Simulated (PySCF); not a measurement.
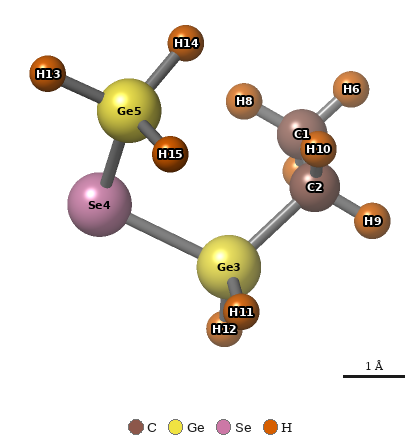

The structure as given in the input (ball-and-stick view, seen at a tilt; atoms are numbered from 1 in the order of the input). Sticks mark near contacts.

**What a change does: NMR shielding calculation on C$_{2}$H$_{10}$Ge$_{2}$Se**

System: C$_{2}$H$_{10}$Ge$_{2}$Se.
Method of the first run: GIAO WP04/pcSseg-1 NMR shielding, non-relativistic, gas phase (PySCF 2.14.0).

The geometry comes from this level: PBE0-D3(BJ)/def2-SVP. Text and figures count atoms from 1; the logs count them from 0 in places.

Input, the first run:
```
{"job": {"kind": "nmr", "xc": "WP04", "basis": "pcSseg-1", "pop": false}, "charge": 0, "multiplicity": 1}
C     -1.671061    -1.356810     0.527752
C     -1.504426     0.098027     0.115931
Ge    -0.679270     0.333603    -1.645525
Se     1.361185    -0.858453    -1.782635
Ge     2.353186     0.161987     0.091601
H     -2.118921    -1.442150     1.530388
H     -2.321001    -1.905130    -0.172270
H     -0.701911    -1.879542     0.546585
H     -2.474710     0.622225     0.078455
H     -0.885534     0.648632     0.843720
H     -0.413681     1.826147    -1.931503
H     -1.545667    -0.275808    -2.765063
H      3.844952    -0.203547     0.049802
H      1.722817    -0.361132     1.396962
H      2.167234     1.689588     0.017301
```

The first line tells a small driver script what to run in PySCF; the rest is the geometry in Å.

Hardware: 1 CPU thread, shared host.

Output (the first run):
```
coarse grid: 57248 points
cycle   1  E = -6674.0005806723  dE = -2.190e+00  |g| = 8.099e-01  |ddm| = 3.600e+00
cycle   2  E = -6673.8974132722  dE =  1.032e-01  |g| = 9.455e-01  |ddm| = 1.547e+00
cycle   3  E = -6674.0966122681  dE = -1.992e-01  |g| = 1.630e-01  |ddm| = 1.066e+00
cycle   4  E = -6674.1013913304  dE = -4.779e-03  |g| = 3.486e-02  |ddm| = 1.575e-01
cycle   5  E = -6674.1016474966  dE = -2.562e-04  |g| = 9.471e-03  |ddm| = 3.711e-02
cycle   6  E = -6674.1016685937  dE = -2.110e-05  |g| = 3.365e-03  |ddm| = 1.481e-02
cycle   7  E = -6674.1016717231  dE = -3.129e-06  |g| = 9.032e-04  |ddm| = 4.483e-03
final grid: 115288 points
cycle   8  E = -6674.1016332963  dE = -1.728e-08  |g| = 1.227e-03  |ddm| = 3.286e-03
cycle   9  E = -6674.1016329031  dE =  3.932e-07  |g| = 1.762e-03  |ddm| = 2.268e-03
cycle  10  E = -6674.1016336540  dE = -7.509e-07  |g| = 1.097e-04  |ddm| = 1.398e-03
cycle  11  E = -6674.1016336572  dE = -3.241e-09  |g| = 2.948e-05  |ddm| = 1.370e-04
cycle  12  E = -6674.1016336574  dE = -1.692e-10  |g| = 5.314e-06  |ddm| = 2.998e-05
converged SCF energy = -6674.1016336574

GIAO shielding tensors (ppm)
atom      isotropic    diamagn.    paramagn.     s11        s22        s33       span
  0 C      159.978     247.022     -87.045    152.470    155.920    171.543     19.073
  1 C      158.843     253.792     -94.950    148.207    160.135    168.186     19.980
  2 Ge    1326.064    2761.854   -1435.790   1174.550   1350.490   1453.152    278.602
  3 Se    2190.576    3009.740    -819.164   2040.117   2143.010   2388.602    348.486
  4 Ge    1426.553    2762.206   -1335.653   1316.941   1394.219   1568.500    251.559
  5 H       30.303      28.513       1.790     25.714     27.018     38.177     12.463
  6 H       30.695      28.900       1.795     26.297     28.522     37.266     10.970
  7 H       30.115      32.301      -2.186     24.254     32.532     33.559      9.305
  8 H       30.689      30.177       0.512     25.387     28.476     38.203     12.815
  9 H       30.600      35.042      -4.442     26.263     30.026     35.512      9.249
 10 H       27.173      29.913      -2.740     20.244     22.762     38.514     18.269
 11 H       27.417      29.277      -1.860     20.761     22.538     38.952     18.191
 12 H       27.507      28.302      -0.795     20.551     22.393     39.578     19.028
 13 H       27.421      31.053      -3.632     20.000     24.341     37.922     17.922
 14 H       27.492      30.141      -2.649     20.740     23.635     38.100     17.360
```

For the second run the input was changed thus:
```diff
-"xc": "WP04"
+"xc": "wB97X-D"
```

How does the second run compare with the first run?

The total energies belong to different methods, so their difference says nothing on which is more stable or more accurate. The HOMO goes from −7.72 to −8.53 eV. The LUMO goes from −2.07 to 1.55 eV. The dipole moment goes from 1.83 to 1.95 D. Of all shieldings, the largest change is that of Se4, by +231.0 ppm. The functional changes from WP04 to wB97X-D. Exact exchange removes part of the self-interaction error of semilocal functionals, which pushes filled and empty levels apart. The number of SCF iterations is the same.

Output (the second run):
```
coarse grid: 57248 points
cycle   1  E = -6637.2086260940  dE = -2.227e+00  |g| = 1.322e+00  |ddm| = 3.647e+00
cycle   2  E = -6637.2247615272  dE = -1.614e-02  |g| = 1.087e+00  |ddm| = 1.103e+00
cycle   3  E = -6637.3158299244  dE = -9.107e-02  |g| = 1.399e-01  |ddm| = 6.114e-01
cycle   4  E = -6637.3171573706  dE = -1.327e-03  |g| = 2.752e-02  |ddm| = 6.358e-02
cycle   5  E = -6637.3172146919  dE = -5.732e-05  |g| = 4.124e-03  |ddm| = 1.609e-02
cycle   6  E = -6637.3172198105  dE = -5.119e-06  |g| = 1.954e-03  |ddm| = 9.260e-03
final grid: 115288 points
cycle   7  E = -6637.3164098458  dE = -1.780e-06  |g| = 1.908e-03  |ddm| = 5.290e-03
cycle   8  E = -6637.3164099530  dE = -1.072e-07  |g| = 2.113e-03  |ddm| = 3.628e-03
cycle   9  E = -6637.3164104448  dE = -4.918e-07  |g| = 1.210e-04  |ddm| = 1.566e-03
cycle  10  E = -6637.3164104507  dE = -5.897e-09  |g| = 5.107e-05  |ddm| = 2.404e-04
cycle  11  E = -6637.3164104519  dE = -1.204e-09  |g| = 2.264e-05  |ddm| = 1.191e-04
cycle  12  E = -6637.3164104521  dE = -1.928e-10  |g| = 4.091e-06  |ddm| = 5.287e-05
converged SCF energy = -6637.3164104521

GIAO shielding tensors (ppm)
atom      isotropic    diamagn.    paramagn.     s11        s22        s33       span
  0 C      174.782     245.784     -71.002    167.112    171.589    185.645     18.533
  1 C      176.370     251.408     -75.038    166.722    177.309    185.079     18.356
  2 Ge    1395.066    2755.503   -1360.438   1247.330   1420.696   1517.172    269.843
  3 Se    2421.613    3002.667    -581.055   2280.002   2383.909   2600.927    320.925
  4 Ge    1508.779    2756.326   -1247.548   1401.916   1479.257   1645.163    243.247
  5 H       30.078      28.310       1.768     24.940     26.599     38.695     13.755
  6 H       30.548      28.842       1.706     25.716     28.169     37.759     12.043
  7 H       29.930      30.779      -0.848     23.580     32.391     33.821     10.241
  8 H       30.591      30.172       0.419     24.724     28.122     38.926     14.203
  9 H       30.452      33.270      -2.818     25.682     29.693     35.981     10.299
 10 H       26.561      28.910      -2.349     19.345     21.998     38.340     18.995
 11 H       26.753      28.599      -1.846     19.741     21.745     38.774     19.033
 12 H       26.831      27.644      -0.813     19.503     21.580     39.411     19.908
 13 H       26.819      29.592      -2.773     19.047     23.707     37.703     18.656
 14 H       26.889      28.970      -2.082     19.833     22.941     37.892     18.059
```

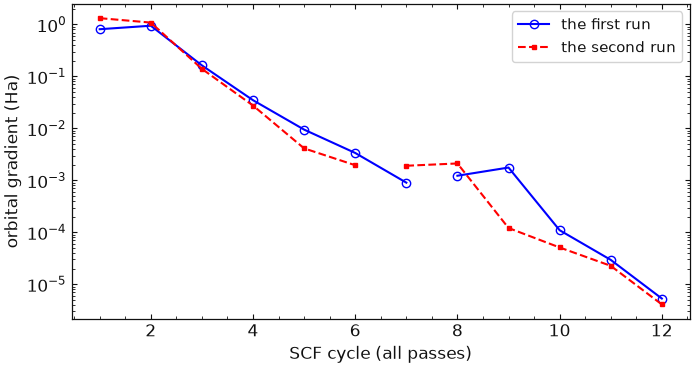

Convergence of the two runs: orbital gradient against the SCF cycle. A break in a curve parts two SCF passes (coarse and final grid). The first run takes 12 cycles in all, and the second run takes 12.

The two runs side by side:

```tsv
quantity	the first run	the second run
outcome	converged	converged
total energy (hartree)	−6674.101634	−6637.316410
HOMO (eV)	−7.72	−8.53
LUMO (eV)	−2.07	1.55
dipole moment (D)	1.83	1.95
shielding of C1 (ppm)	160.0	174.8
shielding of C2 (ppm)	158.8	176.4
shielding of Ge3 (ppm)	1326.1	1395.1
shielding of Se4 (ppm)	2190.6	2421.6
shielding of Ge5 (ppm)	1426.6	1508.8
shielding of H12 (ppm)	27.4	26.8
shielding of H13 (ppm)	27.5	26.8
SCF iterations	12	12
basis functions	207	207
wall time (shared host)	38 s	54 s
```

For both runs: Spin–orbit coupling is left out, which matters for the heavy atoms.
